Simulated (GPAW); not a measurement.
# Surface energy and work function of Sr(100) from slabs of 4 to 14 layers (LDA)

How do energy and work function of Sr(100) films settle with thickness, and what surface energy follows?

Set-up. GPAW 26.7.0, plane waves at 450 eV with PAW setups; symmetric 1×1 slabs cut at the tabulated lattice constant (two decimals; low-temperature values for the alkali metals), atoms at bulk places, 7.5 Å of vacuum on each side, one in-plane mesh for all thicknesses, Fermi-Dirac smearing of 0.1 eV. Energies are extrapolated to zero smearing and count from the program's reference atoms. Functional LDA. The cell's area is 18.483 Å².

Results, with one row withheld:

| layers | energy (eV) | work function (eV) |
| --- | --- | --- |
| 4 | −6.7132 | 2.69 |
| 5 | −8.6214 | 2.69 |
| 6 | −10.5300 | 2.68 |
| 7 | −12.4393 | 2.68 |
| 8 | −14.3488 | 2.68 |
| 9 | −16.2579 | 2.68 |
| 10 | −18.1670 | 2.68 |
| 11 | −20.0759 | 2.68 |
| 12 | −21.9850 | 2.68 |
| 14 | ? | ? |

**Question.** What surface energy do these runs give, and what energy and work function should the 14-layer slab have?

A: A slab of n layers has E(n) = nε + 2Aγ once its middle is bulk-like. A line through n = 6 to 12 has the slope ε = −1.9092 eV a layer and the intercept 2Aγ = 0.9247 eV (r.m.s. residual 0.2 meV). So γ = 0.9247 / (2 × 18.483 Å²) = 0.0250 eV/Å² = 0.40 J/m², with a standard error of under 0.01 J/m² from the scatter about the line. For 14 layers: 0.9247 + 14 × (−1.9092) = −25.803 eV; the run gives −25.803 eV, 0.2 meV over the line. The work function has no such law: from 6 to 12 layers it stays at 2.68 eV, and the 14-layer slab gives 2.68 eV. The thinnest slab, 4 layers, lies +0.01 eV from that mean.

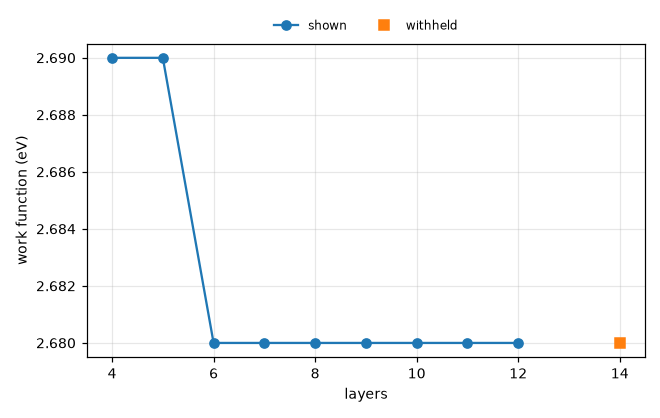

Work function against thickness.

**Limits.** The surfaces are unrelaxed, so γ is an upper bound for this functional and lattice constant. The tabulated lattice constant isn't the functional's own, which strains the slab a little.
